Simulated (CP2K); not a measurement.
# HF (hydrogen fluoride) at MP2/cc-pVTZ

Aim: the energy change on altering one bond length of HF (hydrogen fluoride) at MP2/cc-pVTZ, from 2 runs. 

Program for the calculation: CP2K 2026.2.

1 further run of the same task is left out (it didn't finish).

## Step 1: The molecule

HF: 2 atoms, total charge 0, spin state singlet. As SMILES, `F`. The shape is that of a PBE0-D4/def2-TZVP optimisation.

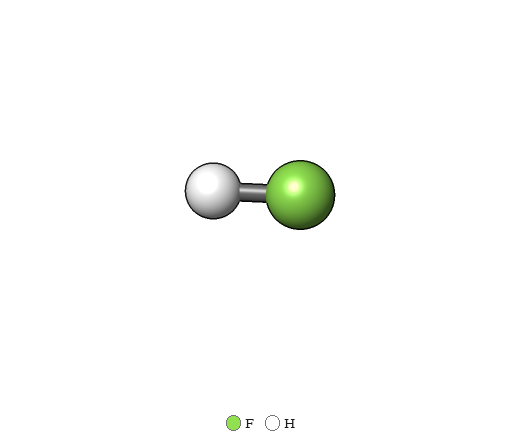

The structure, seen from a chosen angle (fluorine green, hydrogen white).

## Step 2: A single-point energy at MP2/cc-pVTZ

Contents of gas.inp:

```
&GLOBAL
   PROJECT gas
   RUN_TYPE ENERGY
   PRINT_LEVEL MEDIUM
&END

&FORCE_EVAL
   METHOD Quickstep
   &DFT
      BASIS_SET_FILE_NAME ./cc_pvtz.basis
      POTENTIAL_FILE_NAME POTENTIAL
      &QS
         METHOD GAPW
         EPS_DEFAULT 1.0E-10
      &END
      &MGRID
         CUTOFF 280
         REL_CUTOFF 50
         NGRIDS 4
      &END
      &POISSON
         PERIODIC NONE
         POISSON_SOLVER MULTIPOLE
      &END
      &SCF
         SCF_GUESS ATOMIC
         EPS_SCF 1.0E-07
         MAX_SCF 80
         ADDED_MOS 10
         &DIAGONALIZATION
            ALGORITHM STANDARD
         &END
         &MIXING
            METHOD DIRECT_P_MIXING
            ALPHA 0.4
         &END
      &END
      &XC
         &XC_FUNCTIONAL NONE
         &END
         &HF
            FRACTION 1
            &SCREENING
               EPS_SCHWARZ 1.0E-10
            &END
            &MEMORY
               MAX_MEMORY 1050
            &END
         &END
         &WF_CORRELATION
            &MP2
               METHOD DIRECT_CANONICAL
            &END
            MEMORY 900
         &END
      &END
      &PRINT
         &MOMENTS
            PERIODIC F
            REFERENCE COM
            MAX_MOMENT 1
         &END
         &MO ON
            ENERGIES T
            OCCUPATION_NUMBERS T
            NDIGITS 6
            &EACH
               QS_SCF 0
            &END
            ADD_LAST NUMERIC
         &END
         &LOWDIN ON
         &END
         &HIRSHFELD OFF
         &END
      &END
   &END
   &SUBSYS
      &CELL
         ABC 7.8 7.3 7.4
         PERIODIC NONE
      &END
      &COORD
         F     -0.390000     0.144600    -0.196400
         H      0.390000    -0.144600     0.196400
      &END
      &TOPOLOGY
         &CENTER_COORDINATES
         &END
      &END
      &KIND F
         BASIS_SET cc-pVTZ
         POTENTIAL ALL
         LEBEDEV_GRID 194
         RADIAL_GRID 100
      &END
      &KIND H
         BASIS_SET cc-pVTZ
         POTENTIAL ALL
         LEBEDEV_GRID 194
         RADIAL_GRID 100
      &END
   &END
&END
```

The run is started by

```console
$ OMP_NUM_THREADS=1 cp2k.psmp -i gas.inp -o gas.out
```

Output:

```text
CP2K| version string:                                       CP2K version 2026.2
[...]
 GLOBAL| Method name                                                        CP2K
[...]
 GLOBAL| Run type                                                         ENERGY
[...]
 DFT| Spin restricted Kohn-Sham (RKS) calculation                            RKS
 DFT| Multiplicity                                                             1
[...]
 DFT| Charge                                                                   0
[...]
 QS| Method:                                                                GAPW
[...]
 QS| Density cutoff [a.u.]:                                                140.0
[...]
 QS| Relative density cutoff [a.u.]:                                        25.0
[...]
                             - Atoms:                                          2
[...]
                             - Spherical basis functions:                     44
[...]
 Number of electrons:                                                         10
[...]
     1 P_Mix/Diag. 0.40E+00    1.3     0.86460211       -99.8763068845 -9.99E+01
[...]
    17 DIIS/Diag.  0.12E-07    0.1     9.9366E-09      -100.0579107118 -7.11E-14
  *** SCF run converged in    17 steps ***
[...]
  Overlap energy of the core charge distribution:               0.00000002274702
  Self energy of the core charge distribution:               -105.97386364366757
  Core Hamiltonian energy:                                     -4.19574974045925
  Hartree energy:                                              24.31273227301384
  Exchange-correlation energy:                                  0.00000000000000
  Hartree-Fock Exchange energy:                               -10.43784607422036
[...]
                     Mulliken Population Analysis
 #  Atom  Element  Kind  Atomic population                           Net charge
       1     F        1          9.349320                             -0.349320
       2     H        2          0.650680                              0.349320
 # Total charge                             10.000000                  0.000000
[...]
  Dipole moment [Debye]
    X=  0.1650583E+01 Y= -0.6125758E+00 Z=  0.8318366E+00  Total=      1.9472096
[...]
 ENERGY| Total FORCE_EVAL ( QS ) energy [hartree]           -100.343009067010655
[...]
```

It took 3.9 s on 1 thread of Arm Neoverse V1, shared host; peak memory 0.31 GiB.

## Step 3: The distorted shape

Contents of mol.inp:

```
&global
  project_name mol
  run_type ENERGY
  print_level MEDIUM
&end global

&force_eval
  method Quickstep
  &dft
    basis_set_file_name ./cc_pvtz.basis
    potential_file_name POTENTIAL
    charge 0
    multiplicity 1
    &qs
      method GAPW
      eps_default 1.0E-10
    &end qs
    &mgrid
      cutoff 280
      rel_cutoff 50
      ngrids 4
    &end mgrid
    &poisson
      periodic NONE
      poisson_solver MULTIPOLE
    &end poisson
    &scf
      scf_guess ATOMIC
      eps_scf 1.0E-07
      max_scf 80
      added_mos 10
      &diagonalization
        algorithm STANDARD
      &end diagonalization
      &mixing
        method DIRECT_P_MIXING
        alpha 0.4
      &end mixing
    &end scf
    &xc
      &xc_functional NONE
      &end xc_functional
      &hf
        fraction 1
        &screening
          eps_schwarz 1.0E-10
          screen_on_initial_p F
        &end screening
        &interaction_potential
          potential_type COULOMB
        &end interaction_potential
        &memory
          max_memory 1050
        &end memory
      &end hf
      &wf_correlation
        &mp2
          method DIRECT_CANONICAL
        &end mp2
        memory 900
      &end wf_correlation
    &end xc
    &print
      &moments
        periodic F
        reference COM
        max_moment 1
      &end moments
      &mo ON
        energies T
        occupation_numbers T
        ndigits 6
        &each
          qs_scf 0
        &end each
        add_last NUMERIC
      &end mo
      &lowdin ON
      &end lowdin
      &hirshfeld OFF
      &end hirshfeld
    &end print
  &end dft
  &subsys
    &cell
      abc [angstrom] 7.9 7.3 7.5
      periodic NONE
    &end cell
    &coord
      F      3.501481     3.816297     3.524130
      H      4.398519     3.483703     3.975870
    &end coord
    &kind F
      basis_set cc-pVTZ
      potential ALL
      lebedev_grid 194
      radial_grid 100
    &end kind
    &kind H
      basis_set cc-pVTZ
      potential ALL
      lebedev_grid 194
      radial_grid 100
    &end kind
  &end subsys
&end force_eval
```

The run is started by

```console
$ OMP_NUM_THREADS=1 cp2k.psmp mol.inp > mol.out
```

Output:

```text
CP2K| version string:                                       CP2K version 2026.2
[...]
 GLOBAL| Method name                                                        CP2K
[...]
 GLOBAL| Run type                                                         ENERGY
[...]
 DFT| Spin restricted Kohn-Sham (RKS) calculation                            RKS
 DFT| Multiplicity                                                             1
[...]
 DFT| Charge                                                                   0
[...]
 QS| Method:                                                                GAPW
[...]
 QS| Density cutoff [a.u.]:                                                140.0
[...]
 QS| Relative density cutoff [a.u.]:                                        25.0
[...]
                             - Atoms:                                          2
[...]
                             - Spherical basis functions:                     44
[...]
 Number of electrons:                                                         10
[...]
     1 P_Mix/Diag. 0.40E+00    1.3     0.73522648       -99.7632419997 -9.98E+01
[...]
    16 DIIS/Diag.  0.35E-07    0.1     7.8370E-09      -100.0352522103  2.84E-14
  *** SCF run converged in    16 steps ***
[...]
  Overlap energy of the core charge distribution:               0.00000000006691
  Self energy of the core charge distribution:               -105.97386364366757
  Core Hamiltonian energy:                                     -4.40348730761955
  Hartree energy:                                              24.48174187516908
  Exchange-correlation energy:                                  0.00000000000000
  Hartree-Fock Exchange energy:                               -10.36868348188470
[...]
                     Mulliken Population Analysis
 #  Atom  Element  Kind  Atomic population                           Net charge
       1     F        1          9.387131                             -0.387131
       2     H        2          0.612869                              0.387131
 # Total charge                             10.000000                 -0.000000
[...]
  Dipole moment [Debye]
    X=  0.1879959E+01 Y= -0.6978075E+00 Z=  0.9473522E+00  Total=      2.2178044
[...]
 ENERGY| Total FORCE_EVAL ( QS ) energy [hartree]           -100.326576259198177
[...]
```

Wall time 3.9 s (1 thread of Arm Neoverse V1, shared host); peak memory 0.31 GiB.

## Step 4: Outcome

At MP2/cc-pVTZ:

```
                                                                quantity          value
                                               first shape: total energy  -100.34301 Eh
    first shape: dipole moment (of the density that the program reports)         1.95 D
                        first shape: HOMO energy (Hartree–Fock orbitals)      -17.49 eV
                        first shape: LUMO energy (Hartree–Fock orbitals)        3.89 eV
                      first shape: HOMO–LUMO gap (Hartree–Fock orbitals)       21.38 eV
                                         first shape: correlation energy     -285.1 mEh
                                           distorted shape: total energy  -100.32658 Eh
distorted shape: dipole moment (of the density that the program reports)         2.22 D
                    distorted shape: HOMO energy (Hartree–Fock orbitals)      -17.14 eV
                    distorted shape: LUMO energy (Hartree–Fock orbitals)        3.17 eV
                  distorted shape: HOMO–LUMO gap (Hartree–Fock orbitals)       20.30 eV
                                     distorted shape: correlation energy     -291.3 mEh
       energy change with the F1–H2 bond stretched from 0.920 to 1.058 Å       0.447 eV
```

**Reading.** With the F1–H2 bond stretched from 0.920 to 1.058 Å the energy rises by 0.45 eV (43.1 kJ/mol). The first shape isn't relaxed at this level, so the change isn't measured from a minimum.
